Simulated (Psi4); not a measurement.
**wB97X-V/cc-pVDZ run of GeH4O2 (SMILES [OH][GeH2][OH])**

Aim: the energy change on altering one bond length of GeH4O2 at wB97X-V/cc-pVDZ, from 2 runs. 

The results are computed with Psi4 1.11.

4 further runs of the same task are left out: 3 that didn't finish, 1 set aside as unsound or not needed. Runs told in other sessions of the task aren't counted.

### 1 The system as given

GeH4O2: 7 atoms, total charge 0, spin state singlet. As SMILES, `[OH][GeH2][OH]`. The shape is that of a PBE0-D4/def2-TZVP optimisation. This is one conformer, not always the lowest.

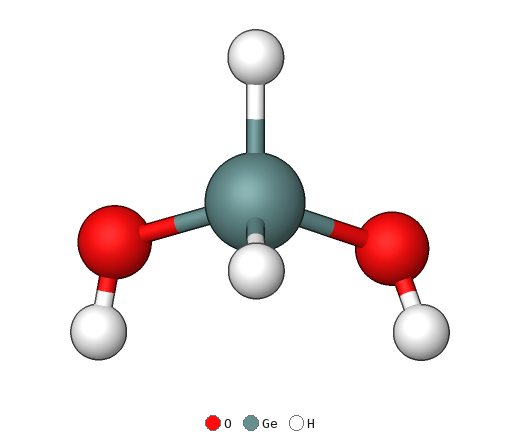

Viewed from a chosen angle; oxygen red, germanium teal, hydrogen white.

### 2 A single-point energy at wB97X-V/cc-pVDZ

Input file geh4o2.xyz:

```xyz
7
GeH4O2
O     -1.491300    -0.416000    -0.173900
Ge     0.023500     0.377000     0.305300
O      1.347400    -0.798900     0.400600
H     -1.634900    -0.418700    -1.122100
H      0.363400     1.460500    -0.739100
H     -0.172500     0.863100     1.737300
H      1.625600    -1.135200    -0.453800
```

Input file geh4o2_ase.py:

```python
import numpy as np
from ase.calculators.psi4 import Psi4
from ase.io import read

a = read('geh4o2.xyz')
calc = Psi4(atoms=a, method='wb97x-v', basis='cc-pVDZ', memory='2200MB', num_threads=1, charge=0, multiplicity=1, label='psi4-calc')
calc.psi4.set_options({'puream': True, 'e_convergence': 1e-09, 'd_convergence': 1e-08, 'scf_type': 'pk', 'dft_radial_points': 99, 'dft_spherical_points': 590})
a.calc = calc

print(f'energy: {a.get_potential_energy():.6f} eV')
```

On the command line:

```
$ python geh4o2_ase.py
```

psi4-calc.dat:

```text
[...]
  Running in c1 symmetry.
[...]
  Nuclear repulsion =  219.679499594560724
[...]
  Multiplicity = 1
[...]
  Nalpha       = 26
  Nbeta        = 26
[...]
    Number of basis functions: 75
[...]
   @RKS iter   1: -2229.00527344695820   -3.42855e+00   1.54812e-02 ADIIS/DIIS
[...]
   @RKS iter  12: -2229.61750564472277    9.09495e-13   2.80717e-09 DIIS
[...]
    Orbital Energies [Eh]
    ---------------------
    Doubly Occupied:
       1A   -398.634140     2A    -49.881636     3A    -44.394442
       4A    -44.394304     5A    -44.394010     6A    -19.219089
       7A    -19.218215     8A     -6.371896     9A     -4.544500
      10A     -4.543638    11A     -4.541708    12A     -1.373725
      13A     -1.370144    14A     -1.365541    15A     -1.364040
      16A     -1.363940    17A     -1.116222    18A     -1.095593
      19A     -0.693978    20A     -0.591029    21A     -0.558583
      22A     -0.485617    23A     -0.449011    24A     -0.442955
      25A     -0.404748    26A     -0.399899
[...]
  @RKS Final Energy: -2229.61750564472277
   => Energetics <=
    Nuclear Repulsion Energy =            219.6794995945607241
    One-Electron Energy =               -3541.4475175422944631
    Two-Electron Energy =                1166.7467594178187937
    DFT Exchange-Correlation Energy =     -74.8108316693534334
    Empirical Dispersion Energy =           0.0000000000000000
    VV10 Nonlocal Energy =                  0.2145845545457572
    Total Energy =                      -2229.6175056447227689
[...]
 Multipole Moments:
 ------------------------------------------------------------------------------------
     Multipole            Electronic (a.u.)      Nuclear  (a.u.)        Total (a.u.)
 ------------------------------------------------------------------------------------
 L = 1.  Multiply by 2.5417464519 to convert [e a0] to [Debye]
 Dipole X            :          0.1988424           -0.0702225            0.1286199
 Dipole Y            :          2.6865440           -2.3478850            0.3386590
 Dipole Z            :          1.1279486           -2.0944336           -0.9664849
 Magnitude           :                                                    1.0321464
[...]
```

Standard output:

```text
energy: -60670.982633 eV
```

Run time: 74 s. Hardware: 1 thread of Intel Xeon 6975P-C (Granite Rapids), shared host; peak memory 1.3 GiB.

### 3 The distorted shape

Input file job.json:

```json
{
 "schema_name": "qcschema_input",
 "schema_version": 1,
 "molecule": {
  "schema_name": "qcschema_molecule",
  "schema_version": 2,
  "symbols": ["O", "Ge", "O", "H", "H", "H", "H"],
  "geometry": [-2.60106439, -0.78204426, 1.10479436, 0.26149274, 0.71650856, 2.01035112, 2.76330116, -1.50562039, 2.19044202, -3.08951324, -0.79122833, -2.12046168, 0.90381065, 2.76402681, 0.03672116, -0.10889358, 1.63510443, 4.71643893, 3.28902297, -2.14113529, 0.57586002],
  "molecular_charge": 0,
  "molecular_multiplicity": 1,
  "fix_symmetry": "c1",
  "fix_com": true,
  "fix_orientation": true
 },
 "driver": "energy",
 "model": {
  "method": "wb97x-v",
  "basis": "cc-pVDZ"
 },
 "keywords": {
  "puream": true,
  "e_convergence": 1e-09,
  "d_convergence": 1e-08,
  "scf_type": "pk",
  "dft_radial_points": 99,
  "dft_spherical_points": 590
 }
}
```

On the command line:

```
$ psi4 --qcschema job.json -n 1 --memory 2200MB
```

stdout:

```text
[...]
  Running in c1 symmetry.
[...]
  Nuclear repulsion =  216.014853781291777
[...]
  Multiplicity = 1
[...]
  Nalpha       = 26
  Nbeta        = 26
[...]
    Number of basis functions: 75
[...]
   @RKS iter   1: -2228.74344925992546   -3.50678e+00   1.59614e-02 DIIS/ADIIS
[...]
   @RKS iter  14: -2229.46935359628787   -1.59162e-11   8.79023e-09 DIIS
[...]
    Orbital Energies [Eh]
    ---------------------
    Doubly Occupied:
       1A   -398.631186     2A    -49.878833     3A    -44.391623
       4A    -44.391452     5A    -44.391220     6A    -19.252890
       7A    -19.215973     8A     -6.369059     9A     -4.541682
      10A     -4.540756    11A     -4.538892    12A     -1.370827
      13A     -1.367294    14A     -1.362720    15A     -1.361258
      16A     -1.361046    17A     -1.105444    18A     -1.044236
      19A     -0.674047    20A     -0.565220    21A     -0.502001
      22A     -0.479621    23A     -0.441585    24A     -0.426323
      25A     -0.396287    26A     -0.393855
[...]
  @RKS Final Energy: -2229.46935359628787
   => Energetics <=
    Nuclear Repulsion Energy =            216.0148537812917766
    One-Electron Energy =               -3534.3502169514326852
    Two-Electron Energy =                1163.3131158440319268
    DFT Exchange-Correlation Energy =     -74.6614973370735697
    Empirical Dispersion Energy =           0.0000000000000000
    VV10 Nonlocal Energy =                  0.2143910668956608
    Total Energy =                      -2229.4693535962869646
[...]
 Multipole Moments:
 ------------------------------------------------------------------------------------
     Multipole            Electronic (a.u.)      Nuclear  (a.u.)        Total (a.u.)
 ------------------------------------------------------------------------------------
 L = 1.  Multiply by 2.5417464519 to convert [e a0] to [Debye]
 Dipole X            :        -10.5505787           10.6600886            0.1095099
 Dipole Y            :         -5.7486520            6.0937243            0.3450723
 Dipole Z            :        -94.9615019           93.9016853           -1.0598166
 Magnitude           :                                                    1.1199457
[...]
```

The result, in JSON:

```text
{
 "driver": "energy",
 "model": {
  "method": "wb97x-v",
  "basis": "cc-pVDZ"
 },
 "success": true,
 "return_result": -2229.469353596288,
 "properties": {
  "calcinfo_nbasis": 75,
  "calcinfo_nmo": 75,
  "calcinfo_nalpha": 26,
  "calcinfo_nbeta": 26,
  "calcinfo_natom": 7,
  "nuclear_repulsion_energy": 216.01485378129178,
  "return_energy": -2229.469353596288,
  "scf_one_electron_energy": -3534.3502169514327,
  "scf_two_electron_energy": 1163.313115844032,
  "scf_vv10_energy": 0.2143910668956608,
  "scf_xc_energy": -74.66149733707357,
  "scf_dipole_moment": [0.10950990619302381, 0.3450723367313371, -1.0598165577614367],
  "scf_total_energy": -2229.469353596288,
  "scf_iterations": 14
 }
}
```

Wall time 83 s (1 thread of Intel Xeon 6975P-C (Granite Rapids), shared host); peak memory 1.3 GiB.

### 4 Outcome

Level: wB97X-V/cc-pVDZ.

| quantity | value |
| --- | --- |
| first shape: total energy | -2229.61751 Eh |
| first shape: dipole moment | 2.62 D |
| first shape: HOMO energy | -10.88 eV |
| first shape: LUMO energy | 3.02 eV |
| first shape: HOMO–LUMO gap | 13.90 eV |
| distorted shape: total energy | -2229.46935 Eh |
| distorted shape: dipole moment | 2.85 D |
| distorted shape: HOMO energy | -10.72 eV |
| distorted shape: LUMO energy | -1.32 eV |
| distorted shape: HOMO–LUMO gap | 9.40 eV |
| energy change with the O1–H4 bond stretched from 0.959 to 1.726 Å | 4.031 eV |

With the O1–H4 bond stretched from 0.959 to 1.726 Å the energy rises by 4.03 eV (389 kJ/mol). The first shape isn't relaxed at this level, so the change isn't measured from a minimum. A restricted reference can't describe the breaking bond well at this length.
